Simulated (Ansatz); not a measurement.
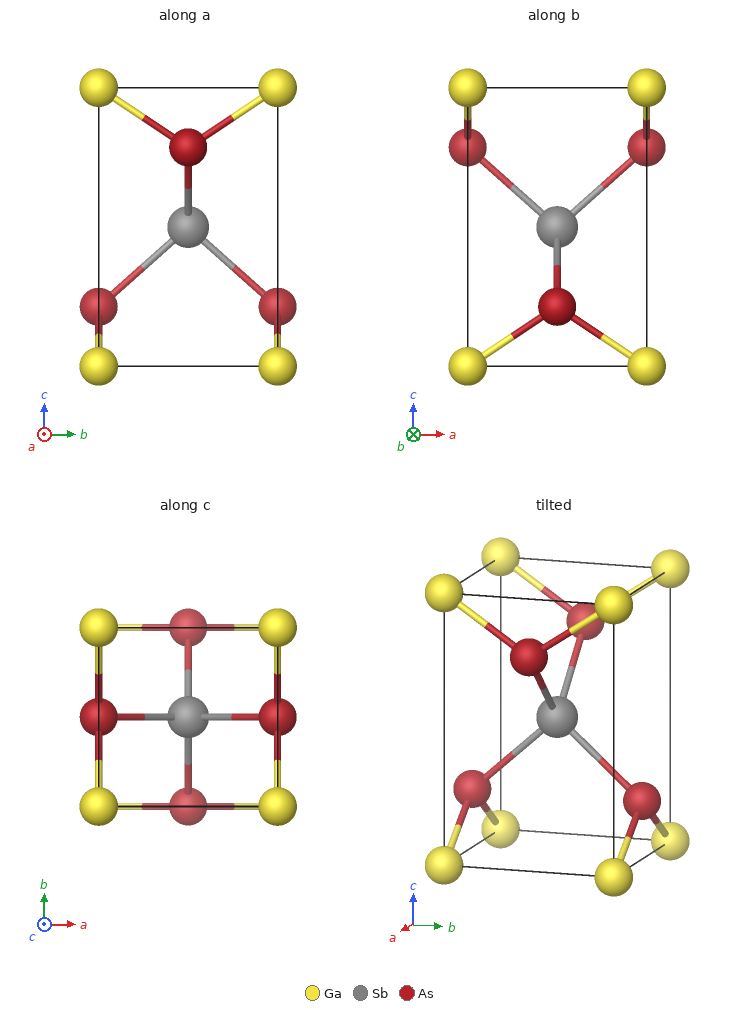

We look at a ball-and-stick model of the crystal along the a axis, along the b axis, along the c axis and slightly off an axis. The box is the conventional unit cell; atoms on or close to its faces, edges and corners are drawn wherever they repeat.

Lattice parameters: a = 4.233 Å, b = 4.233 Å, c = 6.592 Å, α = 90.00°, β = 90.00°, γ = 90.00°. Put a along x and b in the xy plane.

**Set out the cell and atoms as a POSCAR file, with free fractional coordinates to two decimals.**

```
Ga Sb As
1.0
     4.233    0.000    0.000
     0.000    4.233    0.000
     0.000    0.000    6.592
Ga Sb As
1 1 2
Direct
  0.00 0.00 0.00
  0.50 0.50 0.50
  0.00 0.50 0.79
  0.50 0.00 0.21
```

The cell started as a structure type filled with these elements by a generator (whether the compound takes this form wasn't checked). Earlier steps of the study, as a rule a relaxation of our own, may have changed the cell and positions, so they can lie some per cent off the listed ones. It was run through Ansatz as a DFT input.
